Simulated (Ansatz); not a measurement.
# Frequency calculation, with input and output: AlPH₅OF

AlPH₅OF, computed with RKS BHLYP-D4/6-31G* (Ansatz 0.2.0).

It belongs to a series of runs on one base structure; here: vibrations at the highest image of the band.

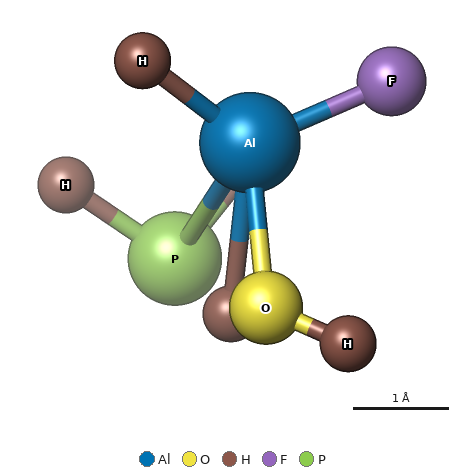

The input geometry (ball-and-stick view, seen at a tilt). Sticks mark near contacts. Bond lengths as drawn: Al–F 1.65 Å, Al–H 1.56 to 1.94 Å, Al–O 1.82 Å, Al–P 2.63 Å, H–O 0.96 to 1.27 Å and H–P 1.41 Å.

**Input**
```yaml
crystal:
  periodic: [false, false, false]
  atoms:
    - { symbol: Al, position_ang: [0.385387, 0.345583, 0.268643] }
    - { symbol: O, position_ang: [-0.289379, -0.205074, 1.867178] }
    - { symbol: H, position_ang: [-1.15234, -0.624893, 1.919663] }
    - { symbol: H, position_ang: [1.88891, 0.05622, -0.042155] }
    - { symbol: F, position_ang: [-0.760227, 0.183373, -0.906664] }
    - { symbol: P, position_ang: [0.026718, 2.667037, 1.445602] }
    - { symbol: H, position_ang: [1.405334, 2.755996, 1.17935] }
    - { symbol: H, position_ang: [-0.43305, 2.872447, 0.129929] }
    - { symbol: H, position_ang: [-0.315052, 1.06071, 1.930055] }
basis:
  gaussian: { orbitals: "6-31G*" }
hamiltonian:
  xc: { name: BHLYP }
  dispersion: d4
phonons: {}
```

Machine: 1 thread of Arm Neoverse V2, 24 GiB of memory available, shared host.

Launch command:
```bash
ansatz run input.yaml --threads 1 --pin off --max-ram 2048MiB --backend cpu --events-out ev --progress --plain --runs-dir out
```

**Log**
```
Engine: ansatz 0.2.0, aarch64-unknown-linux-gnu
Functional definition: BHLYP
  parameter a = 0.5
  exchange = (1 - a)*b88_x + a*exact_x
  correlation = lyp_c
785 factors; integrals over basis functions are off by at most 7.7e-4 eV
mean field evaluation 1: about -20725.3672 eV, gradient 5.0e1 eV
mean field evaluation 2: about -20723.9656 eV, gradient 5.9e1 eV
mean field evaluation 4: about -20729.4684 eV, gradient 1.4e0 eV
mean field evaluation 8: about -20729.5086 eV, gradient 2.2e-2 eV
mean field -20729.50860683 eV, -761.7953903353 hartree, gradient 3.4e-5 eV, S^2 0.000000; 0 other end points of the search recorded, 0 dependent functions left out
the calculation of the forces begins
reference -20729.50878866 eV, -761.7953970176 hartree; 25, 25 occupied and 53, 53 virtual orbitals, 785 factors
these checks for a lower state are left out or cut short: stability, starts, cluster_reference, orbital_swaps, neighbouring_geometries, increment
785 factors; integrals over basis functions are off by at most 7.7e-4 eV
mean field evaluation 16: about -20729.4725 eV, gradient 1.7e-1 eV
mean field -20729.50845773 eV, -761.7953848560 hartree, gradient 1.8e-6 eV, S^2 0.000000; 0 other end points of the search recorded, 0 dependent functions left out
[... from here on the field's lines of each further geometry are left out, up to the last ...]
the calculation of the forces begins
reference -20729.50874301 eV, -761.7953953398 hartree; 25, 25 occupied and 53, 53 virtual orbitals, 785 factors
these checks for a lower state are left out or cut short: stability, starts, cluster_reference, orbital_swaps, neighbouring_geometries, increment
785 factors; integrals over basis functions are off by at most 7.7e-4 eV
mean field -20729.50861721 eV, -761.7953907167 hartree, gradient 2.9e-6 eV, S^2 0.000000; 0 other end points of the search recorded, 0 dependent functions left out
the calculation of the forces begins
reference -20729.50879904 eV, -761.7953973991 hartree; 25, 25 occupied and 53, 53 virtual orbitals, 785 factors
WARN: phonons: modes at or below zero, which the zero-point energy, F, S and C_V leave out: 1, the lowest at -1452.91 cm⁻¹. A minimum has none, and a first-order saddle one
Total energy: -20729.73445713 eV, -761.8036901807 hartree
Atom 0 at     0.385387     0.345583     0.268643 Å, force    -0.016492     0.020881     0.006107 eV/Å
Atom 1 at    -0.289379    -0.205074     1.867178 Å, force     0.014785    -0.010101     0.000415 eV/Å
Atom 2 at    -1.152340    -0.624893     1.919663 Å, force    -0.007492     0.012723    -0.001810 eV/Å
Atom 3 at     1.888910     0.056220    -0.042155 Å, force     0.001195    -0.001639    -0.001769 eV/Å
Atom 4 at    -0.760227     0.183373    -0.906664 Å, force     0.008158    -0.005476     0.009299 eV/Å
Atom 5 at     0.026718     2.667037     1.445602 Å, force     0.005484    -0.005580    -0.011458 eV/Å
Atom 6 at     1.405334     2.755996     1.179350 Å, force    -0.001949     0.002676     0.002412 eV/Å
Atom 7 at    -0.433050     2.872447     0.129929 Å, force     0.001552    -0.003639     0.007928 eV/Å
Atom 8 at    -0.315052     1.060710     1.930055 Å, force    -0.005240    -0.009845    -0.011123 eV/Å
Dipole moment:    -0.120851    -0.148685     0.221074 e Å
Vibrations: -1452.91 140.04 169.35 234.50 269.31 386.96 423.86 517.47 554.89 608.37 652.30 729.05 754.63 890.11 1141.78 1300.19 1551.47 2061.33 2517.64 2536.48 3917.17 cm⁻¹, zero-point energy 1.323959 eV
```

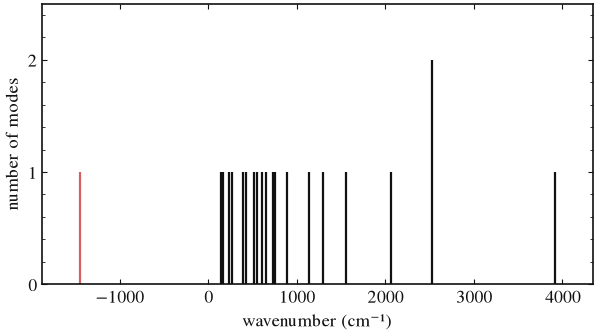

Harmonic vibrational wavenumbers from the force constants; neighbouring modes closer than 24 cm⁻¹ are counted in one stick, and imaginary ones are drawn at negative wavenumbers. 21 modes from 1453i to 3917 cm⁻¹, 1 imaginary beyond 8i (1453i cm⁻¹): a first-order saddle point, if the geometry is stationary.

**Summary**

| quantity | value |
| --- | --- |
| outcome | converged |
| total energy | −20729.7345 eV |
| mean-field energy | −20729.5088 eV |
| largest force (length of the vector) | 0.027 eV/Å |
| wall time | 1.8 min |
| peak memory | 0.15 GiB |
